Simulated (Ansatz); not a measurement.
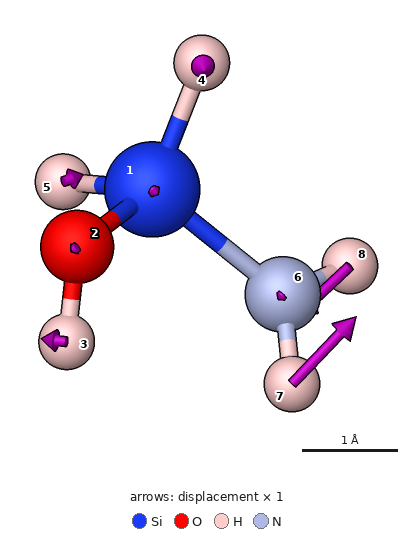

This is a relaxation of SiNH5O. The starting structure is drawn; purple arrows show the displacements, at their true length. The two geometries are superimposed by the best rigid fit.

Style: ball-and-stick. Shown at a tilt.

The run prepares the start of a later molecular dynamics calculation, from a guessed geometry.

Method: RKS PBE-D4/def2-SVP (Ansatz 0.2.0).

Input
```yaml
crystal:
  periodic: [false, false, false]
  atoms:
    - { symbol: Si, position_ang: [0.0, 0.0, 0.0] }
    - { symbol: O, position_ang: [0.0, 0.0, 1.68] }
    - { symbol: H, position_ang: [-0.9095, -0.2814, 2.0171] }
    - { symbol: H, position_ang: [1.3768, 0.0, -0.4862] }
    - { symbol: H, position_ang: [-0.6877, 1.1914, -0.4862] }
    - { symbol: "N", position_ang: [-0.8572, -1.4851, -0.6061] }
    - { symbol: H, position_ang: [-1.3922, -2.1014, 0.0704] }
    - { symbol: H, position_ang: [-0.8219, -1.7344, -1.6357] }
basis:
  gaussian: { orbitals: def2-SVP }
hamiltonian:
  xc: pbe
  dispersion: d4
relax:
  f_tol: 0.02
  max_steps: 40
```

Launched with:
```bash
ansatz run input.yaml --threads 1 --pin off --max-ram 2048MiB --backend cpu --events-out ev --progress --plain --runs-dir out
```

Q: What did the optimiser do to the structure, and how much energy did it gain?

A: H7 moves most after the best rigid fit: 1.00 Å. By element the largest moves are H 1.00 Å, Si 0.10 Å, O 0.10 Å, N 0.08 Å. Among the contacts that change: Si1–N6 1.819 → 1.735 Å, Si1–H5 1.459 → 1.508 Å, Si1–H4 1.460 → 1.501 Å, N6–H7 1.060 → 1.022 Å. Among the angles between lasting bonds that change: H7–N6–H8 120.0° → 111.7°, O2–Si1–H4 109.5° → 102.0°, H5–Si1–N6 109.5° → 103.8°. Over 12 geometry steps the energy falls by 11.3 kcal/mol. The largest force component goes from 2.1 to 0.0076 eV/Å.
